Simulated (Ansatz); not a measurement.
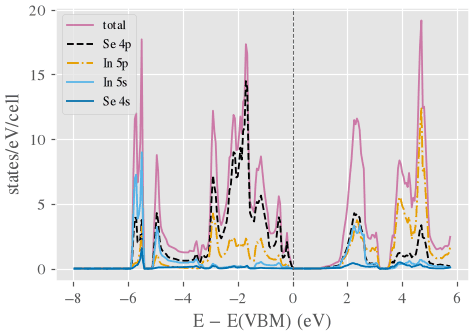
Total and projected density of states of InSe in space group P6_3/mmc (No. 194; In on 4f, Se on 4f), DFT-PBE in the program Ansatz with PAW potentials

Task: Which orbitals carry the states next to the gap?

Result: Top 1 eV of the valence band: Se 4p 68 %, In 5p 21 %, In 5s 8 %. Bottom 1 eV of the conduction band: Se 4p 42 %, In 5s 34 %, In 5p 13 %, Se 4s 10 %. Projections are on Löwdin-orthogonalised atomic valence shells; empty p or d shells of many metals are not among them.

Task: Where is the tallest occupied peak in this window, and what makes it?

Result: Near -5.5 eV, about 18 states/eV per cell; the largest projected share is In 5s.

Symmetry was held in the PBE relaxation. A crystal of weakly bound layers computed without a dispersion correction: the cell and the soft elastic constants depend strongly on that. Scalar-relativistic: spin–orbit coupling is off unless named, which matters more the heavier the elements.

Potentials: the earlier of the program's two PAW sets.
